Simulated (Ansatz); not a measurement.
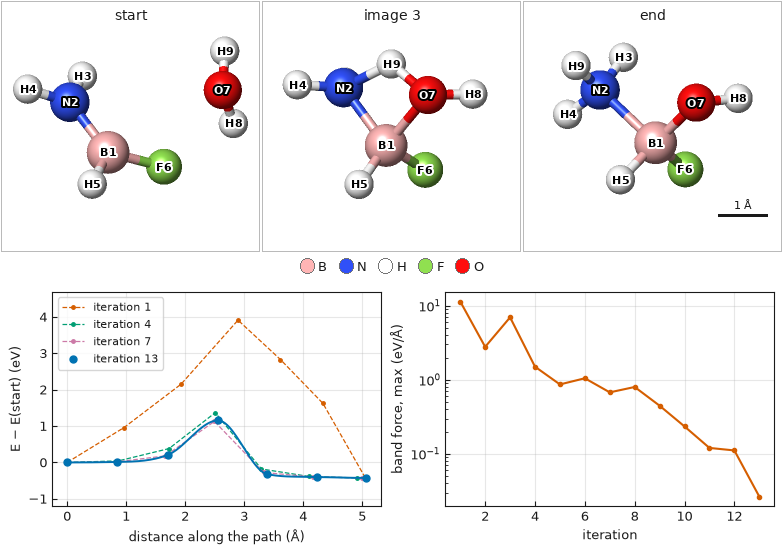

NEB run on BNH₅OF, made up at the start of BNH3F and H$_{2}$O. Images are numbered from 0 (start) to 6 (end). The plot follows the band through its iterations. Style: ball-and-stick. Shown at a tilt.

The calculation used Ansatz, RHF/def2-SVP. Run with 5 movable images; climbing image; force threshold 0.03 eV/Å; iteration limit 60; starting path through a guess of the saddle point.

**Did the band converge, and can the barrier be trusted?**

The result is final at these settings. The band converged in 13 iterations. The largest component of the band force went from 11 to 0.026 eV/Å. The climbing image converged on the top of the path. Its vibrational analysis gives one imaginary mode (1784i cm⁻¹), as a transition state must have. The first iteration put the highest image at 3.91 eV. The energy climbs by 1.15 eV to image 3 and then falls by 1.58 eV, so the end point sits at −0.42 eV.

Limits of the set-up: the start holds two separate molecules, 2.3 Å apart at their closest, whose relative position is a soft coordinate and is computed without a dispersion correction; Hartree-Fock leaves out electron correlation.
